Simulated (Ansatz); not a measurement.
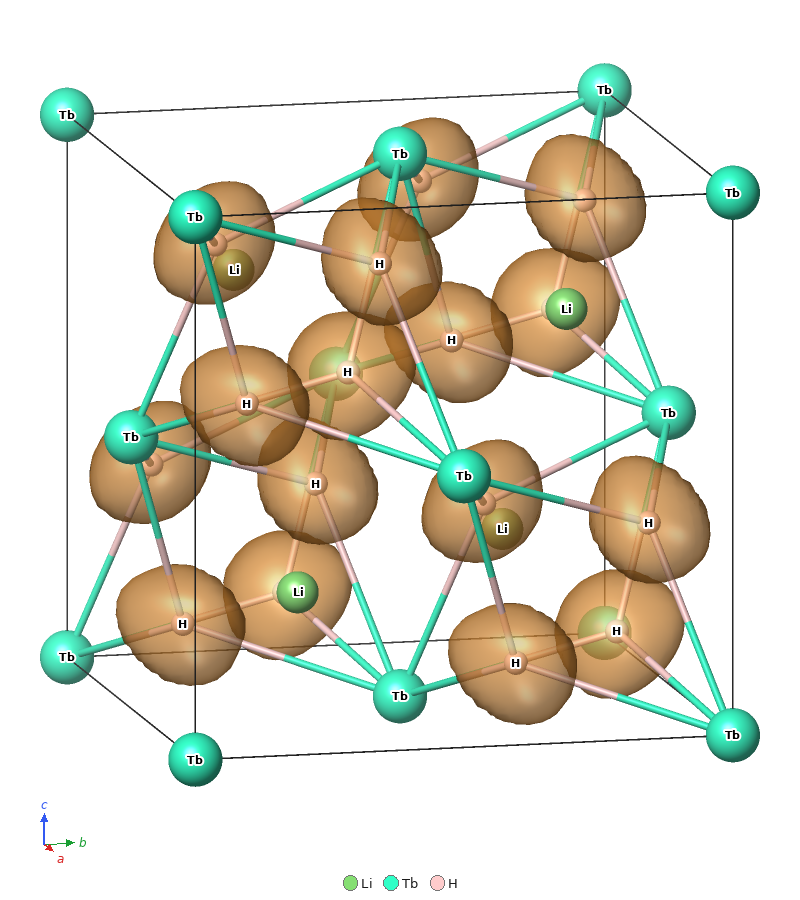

LiTbH4. Isosurface of the ELF at 0.85 (orange), seen slightly off an axis. Only the valence region is drawn (cores and ρ < 0.01 e/Å³ removed). Sticks mark near contacts.

Space group F-43m; a structure generated by program, which may or may not match a known phase; computed without spin polarisation; no Hubbard U on the f states and no spin–orbit coupling.

All numbers below come from DFT PBE, scalar-relativistic, plane waves, PAW; 4f electrons in the core of a trivalent norm-conserving potential (Ansatz 0.2.0).

Core electrons are replaced by pseudopotentials, and the valence fields are smoothed inside the atomic spheres.

```xyz
24
Lattice="5.9460 0.0000 0.0000 0.0000 0.0000 -5.9460 0.0000 5.9460 0.0000" Properties=species:S:1:pos:R:3 pbc="T T T"
Li    1.4865    1.4865   -4.4595
Li    4.4595    4.4595   -4.4595
Li    4.4595    1.4865   -1.4865
Li    1.4865    4.4595   -1.4865
Tb    2.9730    0.0000   -2.9730
Tb    0.0000    2.9730   -2.9730
Tb    0.0000    0.0000    0.0000
Tb    2.9730    2.9730    0.0000
H     5.1942    2.2212   -5.1942
H     2.2212    5.1942   -5.1942
H     2.2212    2.2212   -2.2212
H     5.1942    5.1942   -2.2212
H     5.1942    0.7518   -3.7248
H     2.2212    3.7248   -3.7248
H     2.2212    0.7518   -0.7518
H     5.1942    3.7248   -0.7518
H     3.7248    2.2212   -3.7248
H     0.7518    5.1942   -3.7248
H     0.7518    2.2212   -0.7518
H     3.7248    5.1942   -0.7518
H     3.7248    0.7518   -5.1942
H     0.7518    3.7248   -5.1942
H     0.7518    0.7518   -2.2212
H     3.7248    3.7248   -2.2212
```

Describe the localisation domains.

Answer. The ELF exceeds this value in 16 regions around hydrogen nuclei, counted in one cell of 24 atoms. Regions shared between cells count once. Profiles from the grid: Tb–H (2.46 Å): the ELF climbs to about 1 towards the hydrogen: a hydride-like H with a filled shell, bound largely ionically. Li–H (2.47 Å): the ELF climbs to about 1 towards the hydrogen (a hydride-like H with a filled shell, bound largely ionically).
